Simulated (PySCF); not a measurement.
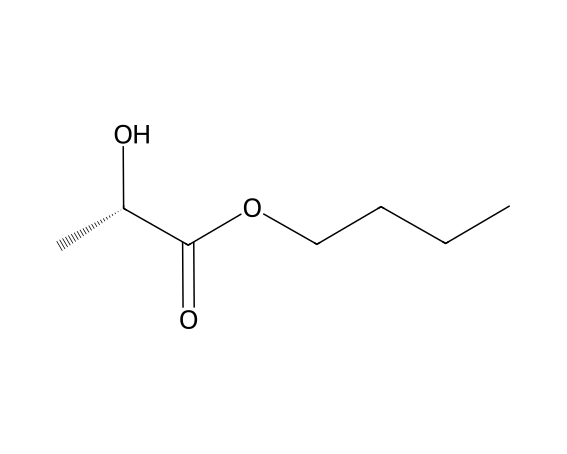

The geometry was computed by an optimisation with GFN2-xTB. No frequency run is at hand to confirm it as a minimum. Level of theory: PBE0/pcSseg-1, gas phase (PySCF 2.14.0).

### Give the LUMO energy (Kohn–Sham orbital) at this level.

0.12 eV.

### What is the HOMO energy (Kohn–Sham orbital)?

−7.82 eV.

### Estimate the dipole moment.

3.03 D.
